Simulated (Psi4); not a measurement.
**SF2 (sulfur difluoride): CCSD/def2-TZVP**

What is the vertical singlet–triplet gap of SF2 (sulfur difluoride) at CCSD/def2-TZVP? 

The calculation is run with Psi4 1.11.

1 further run of the same task is left out (set aside as unsound or not needed).

**1. The molecule**

SF2: 3 atoms, total charge 0, spin state singlet. SMILES: `FSF`. Geometry: relaxed at PBE0-D4/def2-TZVP.

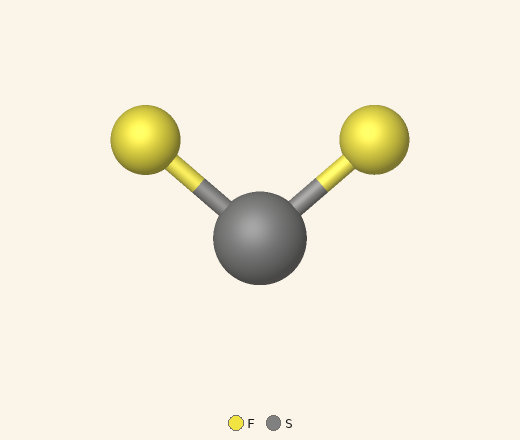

Viewed from a chosen angle; fluorine yellow, sulfur grey.

**2. The energy at CCSD/def2-TZVP**

File input.in:

```
memory 2200 MB

molecule mol {
  F      0.440140     1.116450     0.365400
  S     -0.601990     0.126530    -0.315250
  F      0.161840    -1.242970    -0.050150
  symmetry c1
}

set puream true
set e_convergence 1e-09
set d_convergence 1e-08
set scf_type pk
set num_frozen_docc 7

e, wfn = energy("ccsd/def2-TZVP", return_wfn=True)
```

Command:

```
$ psi4 -i input.in -o input.out -n 1
```

input.out:

```text
[...]
  Running in c1 symmetry.
[...]
  Nuclear repulsion =  113.601141047721853
[...]
  Multiplicity = 1
[...]
  Nalpha       = 17
  Nbeta        = 17
[...]
    Number of basis functions: 99
[...]
   @RHF iter   1:  -596.39668458310496   -4.22781e-01   3.89350e-03 ADIIS/DIIS
[...]
   @RHF iter  11:  -596.44961977484922   -2.95586e-12   2.94880e-09 DIIS
[...]
    Orbital Energies [Eh]
    ---------------------
    Doubly Occupied:
       1A    -92.112866     2A    -26.346784     3A    -26.346772
       4A     -9.102481     5A     -6.783522     6A     -6.782023
       7A     -6.779677     8A     -1.672335     9A     -1.630622
      10A     -0.986651    11A     -0.775199    12A     -0.751412
      13A     -0.749702    14A     -0.705347    15A     -0.671274
      16A     -0.603687    17A     -0.396210
[...]
  @RHF Final Energy:  -596.44961977484922
   => Energetics <=
    Nuclear Repulsion Energy =            113.6011410477218533
    One-Electron Energy =               -1053.7083945491513077
    Two-Electron Energy =                 343.6576337265802294
    Total Energy =                       -596.4496197748492250
[...]
 Multipole Moments:
 ------------------------------------------------------------------------------------
     Multipole            Electronic (a.u.)      Nuclear  (a.u.)        Total (a.u.)
 ------------------------------------------------------------------------------------
 L = 1.  Multiply by 2.5417464519 to convert [e a0] to [Debye]
 Dipole X            :          0.3421633           -0.8932284           -0.5510651
 Dipole Y            :         -0.0640332            0.1671378            0.1031046
 Dipole Z            :         -0.0000000            0.0000000           -0.0000000
 Magnitude           :                                                    0.5606276
[...]
      * MP2 total energy                      = -597.117060705446988
[...]
      * CCSD total energy                     = -597.131294925845737
[...]
```

Wall time 56 s (1 thread of Intel Xeon at 2.50GHz (Skylake/Cascade Lake), shared host); peak memory 0.88 GiB.

**3. The triplet**

File f2s.xyz:

```xyz
3
F2S
F      0.440140     1.116450     0.365400
S     -0.601990     0.126530    -0.315250
F      0.161840    -1.242970    -0.050150
```

File run.py:

```python
import numpy as np
from ase.calculators.psi4 import Psi4
from ase.io import read

a = read('f2s.xyz')
calc = Psi4(atoms=a, method='ccsd', basis='def2-TZVP', memory='2200MB', num_threads=1, charge=0, multiplicity=3, label='f2s', reference='uhf')
calc.psi4.set_options({'puream': True, 'e_convergence': 1e-09, 'd_convergence': 1e-08, 'scf_type': 'pk', 'num_frozen_docc': 7, 'maxiter': 100})
a.calc = calc

print(f'energy: {a.get_potential_energy():.6f} eV')
```

Command:

```
$ python run.py
```

f2s.dat:

```text
[...]
  Running in c1 symmetry.
[...]
  Nuclear repulsion =  113.601141047721853
[...]
  Multiplicity = 3
[...]
  Nalpha       = 18
  Nbeta        = 16
[...]
    Number of basis functions: 99
[...]
   @UHF iter   1:  -596.28389948431845   -3.09996e-01   4.21444e-03 DIIS/ADIIS
[...]
   @UHF iter  14:  -596.35814824405679   -8.29914e-12   9.88585e-09 DIIS
[...]
   @S^2 Observed:                2.030828187E+00
[...]
    Orbital Energies [Eh]
    ---------------------
    Alpha Occupied:
       1A    -92.147154     2A    -26.343847     3A    -26.343828
       4A     -9.131704     5A     -6.825844     6A     -6.820455
       7A     -6.804211     8A     -1.691722     9A     -1.647995
      10A     -1.047295    11A     -0.822444    12A     -0.774432
      13A     -0.760824    14A     -0.716454    15A     -0.668987
      16A     -0.667801    17A     -0.481688    18A     -0.300484
    Alpha Virtual:
      19A      0.101073    20A      0.343250    21A      0.368407
      22A      0.382375    23A      0.473566    24A      0.475567
      25A      0.495322    26A      0.536445    27A      0.577925
[...]
  @UHF Final Energy:  -596.35814824405679
   => Energetics <=
    Nuclear Repulsion Energy =            113.6011410477218533
    One-Electron Energy =               -1053.4040573350775958
    Two-Electron Energy =                 343.4447680432989500
    Total Energy =                       -596.3581482440567925
  UHF NO Occupations:
  HONO-2 :   16  A 1.9874533
  HONO-1 :   17  A 1.0000000
[...]
 Multipole Moments:
 ------------------------------------------------------------------------------------
     Multipole            Electronic (a.u.)      Nuclear  (a.u.)        Total (a.u.)
 ------------------------------------------------------------------------------------
 L = 1.  Multiply by 2.5417464519 to convert [e a0] to [Debye]
 Dipole X            :          0.4396065           -0.7914226           -0.3518161
 Dipole Y            :         -0.0924101            0.1663427            0.0739326
 Dipole Z            :          0.2302129           -0.4144543           -0.1842414
 Magnitude           :                                                    0.4039623
[...]
      * MP2 total energy                      = -597.016065761578943
[...]
      * CCSD total energy                     = -597.028507889287766
```

On the terminal:

```text
energy: -16245.973196 eV
```

Wall time 2.6 min (1 thread of Intel Xeon at 2.50GHz (Skylake/Cascade Lake), shared host); peak memory 0.93 GiB.

**4. Summary of results**

At CCSD/def2-TZVP, 7 core orbitals frozen:

| quantity | value |
| --- | --- |
| singlet: total energy | -597.13129 Eh |
| singlet: HOMO energy (Hartree–Fock orbitals) | -10.78 eV |
| singlet: LUMO energy (Hartree–Fock orbitals) | 2.48 eV |
| singlet: HOMO–LUMO gap (Hartree–Fock orbitals) | 13.26 eV |
| singlet: correlation energy (7 core orbitals frozen) | -681.7 mEh |
| singlet: T1 diagnostic | 0.014 |
| triplet: total energy | -597.02851 Eh |
| triplet: HOMO energy (Hartree–Fock orbitals) (highest over α and β) | -8.18 eV |
| triplet: LUMO energy (Hartree–Fock orbitals) (lowest over α and β) | 0.24 eV |
| triplet: correlation energy (7 core orbitals frozen) | -670.4 mEh |
| triplet: ⟨S²⟩ of the reference determinant | 2.031 |
| triplet: T1 diagnostic | 0.029 |
| vertical energy of the triplet above the singlet | 2.797 eV |

What this shows: At this shape the triplet lies 2.80 eV (270 kJ/mol) above the singlet.
